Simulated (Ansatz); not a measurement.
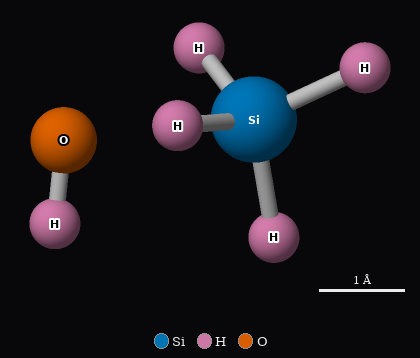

*The starting structure (ball-and-stick view, seen at a tilt).*

# Geometry relaxation of SiH$_{5}$O (part 1 of 2)

SiH$_{5}$O, multiplicity 2, computed with UKS revPBE-D4/def2-SVP (Ansatz 0.2.0).

It belongs to a series of runs on one base structure; here: end point A relaxed.

Input file
```yaml
crystal:
  periodic: [false, false, false]
  atoms:
    - { symbol: Si, position_ang: [0.009711, 0.014998, -0.109954] }
    - { symbol: H, position_ang: [0.014987, 0.024382, 1.367962] }
    - { symbol: H, position_ang: [1.427256, 0.008061, -0.609947] }
    - { symbol: H, position_ang: [-0.70506, 1.239038, -0.610426] }
    - { symbol: H, position_ang: [-0.702204, -1.217965, -0.597746] }
    - { symbol: O, position_ang: [-0.011021, -0.018268, 3.573987] }
    - { symbol: H, position_ang: [-0.54667, -0.851346, 3.614623] }
magnetization:
  spin_polarized: true
  initial_magnetization: 1
basis:
  gaussian: { orbitals: def2-SVP }
hamiltonian:
  xc: revpbe
  dispersion: d4
relax:
  f_tol: 0.03
  max_steps: 50
output:
  orbitals: {}
```

Command:
```bash
ansatz run input.yaml --threads 1 --pin off --max-ram 2048MiB --backend cpu --events-out ev --progress --plain --runs-dir out
```

The program's output
```
The last accepted step is kept in [file] (removed where the run ends without a failure and the disk answers)
Engine: ansatz 0.2.0, aarch64-unknown-linux-gnu
Functional definition: revPBE
  parameter kappa = 1.245
  parameter beta = 0.06672455060314922
  exchange = pbe_x(kappa = kappa, mu = beta*pi^2/3)
  correlation = pbe_c(beta = beta)
629 factors; their error is unknown
mean field evaluation 1: about -9993.9819 eV, gradient 2.4e1 eV
mean field evaluation 2: about -9987.5454 eV, gradient 4.6e1 eV
mean field evaluation 4: about -9996.5637 eV, gradient 1.7e0 eV
mean field evaluation 8: about -9996.5825 eV, gradient 1.3e-2 eV
mean field evaluation 16: about -9996.5420 eV, gradient 5.8e-4 eV
mean field evaluation 32: about -9996.5420 eV, gradient 3.6e-6 eV
mean field -9996.54199872 eV, -367.3661425534 hartree, gradient 3.6e-6 eV, S^2 0.751790; 3 other end points of the search recorded, 0 dependent functions left out
the calculation of the forces begins
reference -9996.54203741 eV, -367.3661439752 hartree; 14, 13 occupied and 43, 44 virtual orbitals, 629 factors
relax step   1: F+E_penalty+E_count = -9996.72722639 eV  Δ(F+E_penalty+E_count) = +0.000e0 eV  max|allowed force component| = 6.676e-1 eV/Å  Δτ_max = 0.0000 Å  (105 SCF iters, accepted)
these checks for a lower state are left out or cut short: starts, cluster_reference, orbital_swaps, neighbouring_geometries, increment
629 factors; their error is unknown
mean field -9996.57542522 eV, -367.3673709546 hartree, gradient 3.8e-6 eV, S^2 0.752085; 0 other end points of the search recorded, 0 dependent functions left out
[... from here on the field's lines of each further geometry are left out, up to the last ...]
relax step   2: F+E_penalty+E_count = -9996.76994237 eV  Δ(F+E_penalty+E_count) = -4.272e-2 eV  max|allowed force component| = 4.826e-1 eV/Å  Δτ_max = 0.1953 Å  (41 SCF iters, accepted)
relax step   3: F+E_penalty+E_count = -9996.82980629 eV  Δ(F+E_penalty+E_count) = -5.986e-2 eV  max|allowed force component| = 6.667e-1 eV/Å  Δτ_max = 0.1951 Å  (38 SCF iters, accepted)
relax step   4: F+E_penalty+E_count = -9996.92150191 eV  Δ(F+E_penalty+E_count) = -9.170e-2 eV  max|allowed force component| = 2.688e0 eV/Å  Δτ_max = 0.1947 Å  (33 SCF iters, accepted)
relax step   5: F+E_penalty+E_count = -9997.39465523 eV  Δ(F+E_penalty+E_count) = -4.732e-1 eV  max|allowed force component| = 2.108e0 eV/Å  Δτ_max = 0.1963 Å  (33 SCF iters, accepted)
relax step   6: F+E_penalty+E_count = -9997.52976579 eV  Δ(F+E_penalty+E_count) = -1.351e-1 eV  max|allowed force component| = 5.346e0 eV/Å  Δτ_max = 0.1949 Å  (34 SCF iters, accepted)
relax step   7: F+E_penalty+E_count = -9997.84074080 eV  Δ(F+E_penalty+E_count) = -3.110e-1 eV  max|allowed force component| = 1.089e0 eV/Å  Δτ_max = 0.2000 Å  (32 SCF iters, accepted)
relax step   8: F+E_penalty+E_count = -9997.94255246 eV  Δ(F+E_penalty+E_count) = -1.018e-1 eV  max|allowed force component| = 2.645e-1 eV/Å  Δτ_max = 0.2000 Å  (32 SCF iters, accepted)
relax step   9: F+E_penalty+E_count = -9997.98536809 eV  Δ(F+E_penalty+E_count) = -4.282e-2 eV  max|allowed force component| = 1.283e-1 eV/Å  Δτ_max = 0.1548 Å  (32 SCF iters, accepted)
relax step  10: F+E_penalty+E_count = -9997.85514685 eV  Δ(F+E_penalty+E_count) = +1.302e-1 eV  max|allowed force component| = 1.442e0 eV/Å  Δτ_max = 0.1814 Å  (33 SCF iters, rejected (line search))
relax step  11: F+E_penalty+E_count = -9997.99503778 eV  Δ(F+E_penalty+E_count) = -9.670e-3 eV  max|allowed force component| = 4.469e-1 eV/Å  Δτ_max = 0.0893 Å  (26 SCF iters, accepted)
relax step  12: F+E_penalty+E_count = -9998.01538206 eV  Δ(F+E_penalty+E_count) = -2.034e-2 eV  max|allowed force component| = 1.946e-1 eV/Å  Δτ_max = 0.0996 Å  (28 SCF iters, accepted)
relax step  13: F+E_penalty+E_count = -9998.03464213 eV  Δ(F+E_penalty+E_count) = -1.926e-2 eV  max|allowed force component| = 7.163e-1 eV/Å  Δτ_max = 0.1489 Å  (28 SCF iters, accepted)
relax step  14: F+E_penalty+E_count = -9998.05967466 eV  Δ(F+E_penalty+E_count) = -2.503e-2 eV  max|allowed force component| = 4.419e-1 eV/Å  Δτ_max = 0.1385 Å  (26 SCF iters, accepted)
relax step  15: F+E_penalty+E_count = -9998.06439125 eV  Δ(F+E_penalty+E_count) = -4.717e-3 eV  max|allowed force component| = 1.404e0 eV/Å  Δτ_max = 0.1937 Å  (31 SCF iters, accepted)
relax step  16: F+E_penalty+E_count = -9998.10965526 eV  Δ(F+E_penalty+E_count) = -4.526e-2 eV  max|allowed force component| = 1.487e-1 eV/Å  Δτ_max = 0.1749 Å  (33 SCF iters, accepted)
relax step  17: F+E_penalty+E_count = -9998.11077602 eV  Δ(F+E_penalty+E_count) = -1.121e-3 eV  max|allowed force component| = 1.588e-1 eV/Å  Δτ_max = 0.0439 Å  (28 SCF iters, accepted)
relax step  18: F+E_penalty+E_count = -9998.09539314 eV  Δ(F+E_penalty+E_count) = +1.538e-2 eV  max|allowed force component| = 1.003e0 eV/Å  Δτ_max = 0.1627 Å  (28 SCF iters, rejected (line search))
relax step  19: F+E_penalty+E_count = -9998.11368165 eV  Δ(F+E_penalty+E_count) = -2.906e-3 eV  max|allowed force component| = 5.888e-2 eV/Å  Δτ_max = 0.0814 Å  (27 SCF iters, accepted)
relax step  20: F+E_penalty+E_count = -9998.11556862 eV  Δ(F+E_penalty+E_count) = -1.887e-3 eV  max|allowed force component| = 5.235e-3 eV/Å  Δτ_max = 0.0546 Å  (28 SCF iters, accepted)
relax step  21: F+E_penalty+E_count = -9998.11559080 eV  Δ(F+E_penalty+E_count) = -2.218e-5 eV  max|allowed force component| = 1.221e-1 eV/Å  Δτ_max = 0.0411 Å  (27 SCF iters, accepted)
relax step  22: F+E_penalty+E_count = -9998.11596618 eV  Δ(F+E_penalty+E_count) = -3.754e-4 eV  max|allowed force component| = 5.229e-2 eV/Å  Δτ_max = 0.0133 Å  (29 SCF iters, accepted)
relax step  23: F+E_penalty+E_count = -9998.11628838 eV  Δ(F+E_penalty+E_count) = -3.222e-4 eV  max|allowed force component| = 3.776e-3 eV/Å  Δτ_max = 0.0291 Å  (27 SCF iters, accepted)
relax step  24: F+E_penalty+E_count = -9998.09809594 eV  Δ(F+E_penalty+E_count) = +1.819e-2 eV  max|allowed force component| = 9.070e-1 eV/Å  Δτ_max = 0.1679 Å  (28 SCF iters, rejected (line search))
relax step  25: F+E_penalty+E_count = -9998.11551677 eV  Δ(F+E_penalty+E_count) = +7.716e-4 eV  max|allowed force component| = 2.366e-1 eV/Å  Δτ_max = 0.0821 Å  (27 SCF iters, rejected (line search))
relax step  26: F+E_penalty+E_count = -9998.11654862 eV  Δ(F+E_penalty+E_count) = -2.602e-4 eV  max|allowed force component| = 3.708e-2 eV/Å  Δτ_max = 0.0400 Å  (28 SCF iters, accepted)
relax step  27: F+E_penalty+E_count = -9998.11621524 eV  Δ(F+E_penalty+E_count) = +3.334e-4 eV  max|allowed force component| = 1.636e-1 eV/Å  Δτ_max = 0.0504 Å  (28 SCF iters, rejected (line search))
relax step  28: F+E_penalty+E_count = -9998.11609643 eV  Δ(F+E_penalty+E_count) = +4.522e-4 eV  max|allowed force component| = 6.044e-2 eV/Å  Δτ_max = 0.0232 Å  (28 SCF iters, rejected (line search))
the calculation of the forces begins
reference -9997.87235457 eV, -367.4150322292 hartree; 14, 13 occupied and 43, 44 virtual orbitals, 629 factors
relax step  29: F+E_penalty+E_count = -9998.11661944 eV  Δ(F+E_penalty+E_count) = -7.083e-5 eV  max|allowed force component| = 1.904e-2 eV/Å  Δτ_max = 0.0116 Å  (29 SCF iters, accepted)
```

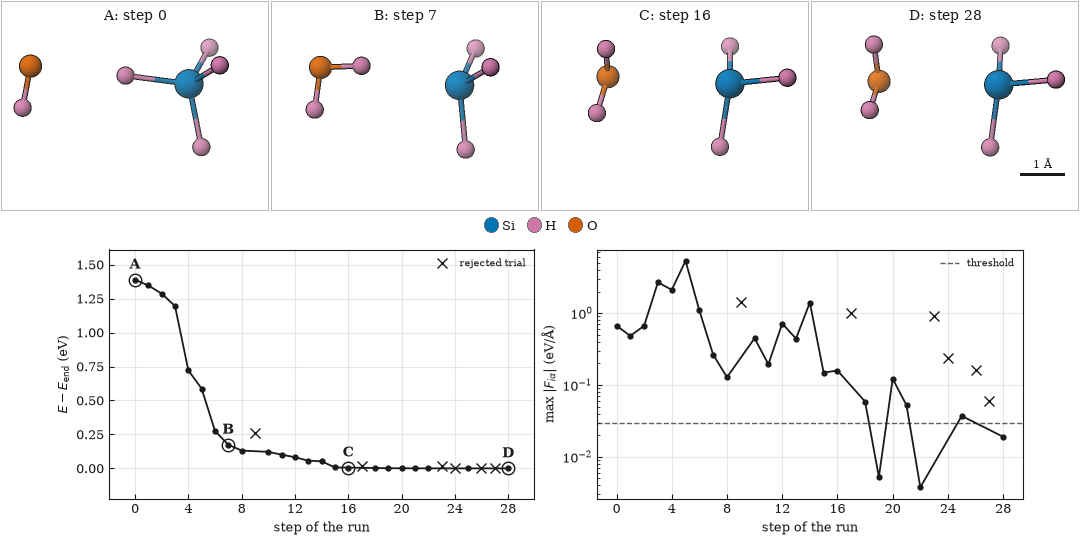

*Frames of the relaxation (ball-and-stick view, seen at a tilt) above the curves, on which the letters mark them (the first geometry is step 0 here and step 1 in the log).*

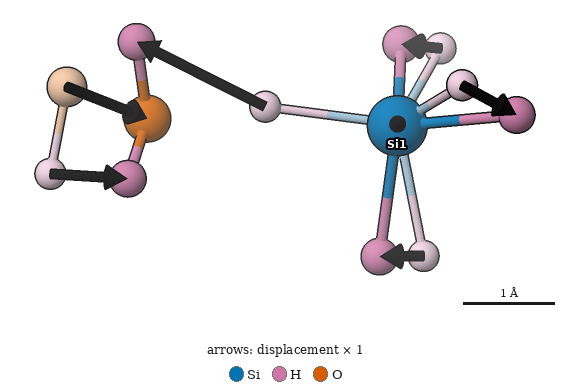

*Start (faint) and end (solid) with the displacements as black arrows, at true length (ball-and-stick view, seen at a tilt). The two geometries are laid on each other by the best rigid fit.*

After 28 geometry steps the energy has fallen by 1.389 eV. The largest force component goes from 0.67 to 0.019 eV/Å. The line search rejected the trial steps at points 9, 17, 23, 24, 26, 27 (counted from 0) and went back. The largest move after the best rigid fit is that of H2, 1.59 Å. By element the largest moves are H 1.59 Å, O 1.17 Å, Si 0.29 Å. Distances before and after: Si1–H2 1.478 → 3.013 Å, H2–O6 2.207 → 0.978 Å, O6–H7 0.991 → 0.978 Å, Si1–H3 1.503 → 1.516 Å. New bonds form: H2–O6 (2.21 → 0.98 Å). Bonds break: Si1–H2 (1.48 → 3.01 Å). (Atoms are counted from 1 in the order of the input.)

```
629 factors; their error is unknown
mean field -9997.87231599 eV, -367.4150308115 hartree, gradient 6.1e-6 eV, S^2 0.752476; 1 other end points of the search recorded, 0 dependent functions left out
the calculation of the forces begins
reference -9997.87235457 eV, -367.4150322292 hartree; 14, 13 occupied and 43, 44 virtual orbitals, 629 factors
Total energy: -9998.11665802 eV, -367.4240102153 hartree
Atom 0 at     0.246003    -0.086867    -0.081469 Å, force    -0.006721     0.002055    -0.004174 eV/Å
Atom 1 at     0.172441     0.471005     2.878380 Å, force    -0.013801    -0.008992    -0.005298 eV/Å
Atom 2 at     1.147917    -0.169178    -1.296726 Å, force     0.000839    -0.001212     0.002523 eV/Å
Atom 3 at    -0.456205     1.244383    -0.081667 Å, force     0.002998    -0.004886     0.003132 eV/Å
Atom 4 at    -0.746047    -1.219178    -0.140153 Å, force     0.002232     0.004930     0.003251 eV/Å
Atom 5 at    -0.594002    -0.064542     2.592538 Å, force     0.017964    -0.010939     0.002810 eV/Å
Atom 6 at    -0.283107    -0.976722     2.757596 Å, force    -0.003511     0.019044    -0.002245 eV/Å
Dipole moment:     0.248941    -0.111727     0.427581 e Å
```

Trajectory as extended XYZ (Å, eV, eV/Å), 29 frames, from step=1 to step=29
```
7
Properties=species:S:1:pos:R:3:forces:R:3 step=1 energy=-9996.72723
Si    0.0097    0.0150   -0.1100   -0.0030  -0.0052  -0.5507
H     0.0150    0.0244    1.3680    0.0033   0.0062   0.6676
H     1.4273    0.0081   -0.6099   -0.0010  -0.0012  -0.0035
H    -0.7051    1.2390   -0.6104   -0.0005  -0.0015  -0.0034
H    -0.7022   -1.2180   -0.5977    0.0013   0.0024   0.0038
O    -0.0110   -0.0183    3.5740   -0.0412  -0.0643  -0.1037
H    -0.5467   -0.8513    3.6146    0.0410   0.0637  -0.0101
7
Properties=species:S:1:pos:R:3:forces:R:3 step=2 energy=-9996.76994
Si    0.0081    0.0126   -0.0610   -0.0098  -0.0146  -0.3673
H     0.0148    0.0246    1.4403   -0.0019  -0.0021   0.4826
H     1.4237    0.0045   -0.5668    0.0069  -0.0027   0.0244
H    -0.7067    1.2344   -0.5673   -0.0056   0.0045   0.0238
H    -0.7036   -1.2202   -0.5494   -0.0031  -0.0055   0.0239
O    -0.0085   -0.0149    3.3787   -0.2108  -0.3281  -0.0428
H    -0.5408   -0.8421    3.5540    0.2243   0.3485  -0.1446
7
Properties=species:S:1:pos:R:3:forces:R:3 step=3 energy=-9996.82981
Si    0.0052    0.0082   -0.0051   -0.0231  -0.0336  -0.4763
H     0.0137    0.0234    1.5211   -0.0297  -0.0451   0.6667
H     1.4194   -0.0009   -0.5159    0.0183  -0.0052   0.0525
H    -0.7096    1.2281   -0.5166   -0.0131   0.0129   0.0508
H    -0.7064   -1.2245   -0.4939   -0.0085  -0.0151   0.0438
O    -0.0054   -0.0106    3.1837   -0.2968  -0.4621   0.0727
H    -0.5297   -0.8248    3.4552    0.3529   0.5482  -0.4102
7
Properties=species:S:1:pos:R:3:forces:R:3 step=4 energy=-9996.92150
Si   -0.0015   -0.0019    0.0528   -0.0207  -0.0297  -0.8947
H     0.0066    0.0130    1.6227   -0.0647  -0.1001   1.5105
H     1.4151   -0.0096   -0.4549    0.0141  -0.0114   0.0718
H    -0.7158    1.2207   -0.4564   -0.0172   0.0068   0.0688
H    -0.7128   -1.2348   -0.4366   -0.0148  -0.0254   0.0574
O    -0.0087   -0.0164    3.0301    1.7338   2.6882  -1.2395
H    -0.4960   -0.7722    3.2707   -1.6305  -2.5283   0.4257
7
Properties=species:S:1:pos:R:3:forces:R:3 step=5 energy=-9997.39466
Si   -0.0086   -0.0126    0.1027   -0.0149  -0.0193  -2.1081
H     0.0098    0.0185    1.7709   -0.0328  -0.0434   1.7037
H     1.4122   -0.0212   -0.3957    0.0193  -0.0177   0.0320
H    -0.7254    1.2131   -0.3981   -0.0261   0.0089   0.0270
H    -0.7219   -1.2495   -0.3759   -0.0250  -0.0430   0.0391
O     0.0138    0.0177    2.8381    0.4585   0.7002   0.3999
H    -0.4928   -0.7671    3.0865   -0.3791  -0.5857  -0.0935
7
Properties=species:S:1:pos:R:3:forces:R:3 step=6 energy=-9997.52977
Si   -0.0097   -0.0134   -0.0055   -0.0505  -0.0823  -0.7925
H     0.0278    0.0476    1.9628    0.1905   0.3638  -4.3652
H     1.4276   -0.0283   -0.4242    0.0665  -0.0067  -0.1078
H    -0.7400    1.2233   -0.4280   -0.0399   0.0547  -0.1125
H    -0.7341   -1.2701   -0.3963   -0.0110  -0.0185  -0.0711
O     0.0184    0.0225    2.8721   -0.1208  -0.2558   5.3459
H    -0.5029   -0.7826    3.0477   -0.0348  -0.0553   0.1032
7
Properties=species:S:1:pos:R:3:forces:R:3 step=7 energy=-9997.84074
Si   -0.0112   -0.0167   -0.0126    0.0038   0.0323  -0.5325
H     0.1745    0.1374    2.0648    0.3463   0.1386  -0.6368
H     1.4089   -0.0408   -0.5094    0.0109   0.0031  -0.0189
H    -0.7515    1.2021   -0.4854   -0.0065   0.0237   0.0067
H    -0.7377   -1.2672   -0.4206   -0.0301  -0.0552   0.0481
O    -0.0545    0.0232    3.0057   -0.6341  -0.6682   1.0888
H    -0.5415   -0.8391    2.9859    0.3098   0.5257   0.0446
7
Properties=species:S:1:pos:R:3:forces:R:3 step=8 energy=-9997.94255
Si   -0.0073   -0.0098   -0.1304    0.0114  -0.0041  -0.0084
H     0.2846    0.0565    2.2107    0.0637   0.0929   0.2645
H     1.4200   -0.0205   -0.6170   -0.0769  -0.0033  -0.0623
H    -0.7605    1.2245   -0.5435    0.0245  -0.0522  -0.0148
H    -0.7423   -1.2771   -0.4848    0.0289   0.0614  -0.0107
O    -0.1702    0.0657    3.0918   -0.0150  -0.1055  -0.2642
H    -0.5374   -0.8404    3.1016   -0.0366   0.0108   0.0959
```
